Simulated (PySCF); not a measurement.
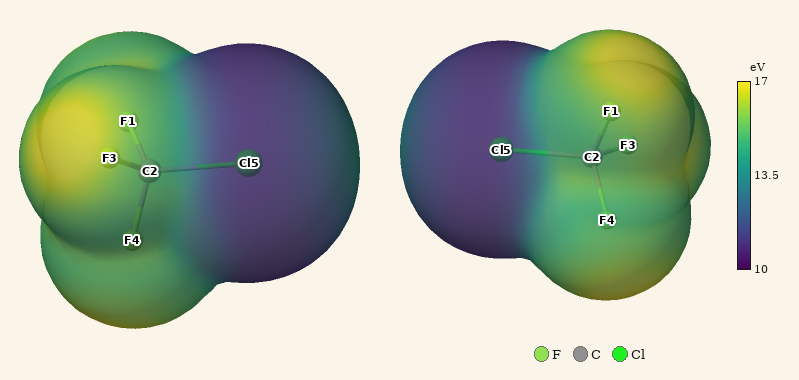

Figure 1: CClF3, SMILES `FC(F)(F)Cl`. Average local ionisation energy on the surface of electron density 0.001 a.u. (back view left, front view right).

Computed with PySCF, PBE0/cc-pVDZ, geometry: GFN2-xTB. No frequency check shows the geometry to be a minimum. GFN2-xTB bond lengths at metals and heavier atoms can be off by up to 0.1 Å and shapes distorted, which carries into these values.

Geometry (Å), atoms numbered from 1:

```
F1       0.8189   -0.6470    1.0543
C2       0.3510    0.0000    0.0000
F3       0.8185    1.2367    0.0330
F4       0.8181   -0.5897   -1.0877
Cl5     -1.4238    0.0000    0.0002
```

> Locate the minima of the map.

The lowest value is 10.9 eV, 2.1 Å from Cl5, and at like points elsewhere. Further minima include 10.9 eV, 2.1 Å from Cl5; 14.9 eV, 1.6 Å from F4, and at like points elsewhere. For comparison, the highest occupied orbital lies at −9.9 eV.
